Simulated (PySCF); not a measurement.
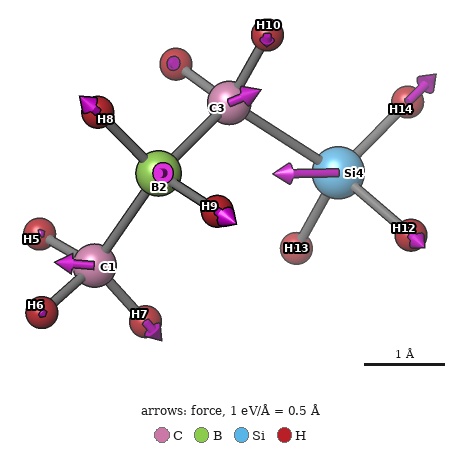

Starting geometry of C$_{2}$H$_{10}$BSi (charge −1) with the computed forces as purple arrows. Style: ball-and-stick. Shown at a tilt.

The start comes from GFN2-xTB. Its atoms were then displaced at random by about 0.01 Å.

Computed with PBE0-D3(BJ)/def2-SVP geometry optimisation, gas phase (PySCF). 

Question: What follows when this structure is relaxed?

Answer: It isn't relaxed: the largest force vector, on the Si atom, is 1.82 eV/Å. The final displacements have little in common with the starting forces (cosine between the two patterns 0.00). The largest move after the best rigid fit is that of an H atom, 0.79 Å. By element the largest moves are H 0.79 Å, C 0.21 Å, B 0.17 Å, Si 0.16 Å. Among the contacts that change: H–Si 1.452 → 1.525 Å, B–H 1.212 → 1.259 Å, C–Si 1.893 → 1.851 Å, H–Si 1.472 → 1.506 Å. Bond angles that change, for instance: B–C–Si 118.2° → 108.7°, B–C–H 108.7° → 111.8°, H–C–H 103.6° → 106.4°. Groups turn about C–Si by about 25°, B–C by about 20°. After 18 geometry steps the energy has fallen by 3.64 kcal/mol.

Limits of the set-up: the basis has no diffuse functions, which an anion needs.
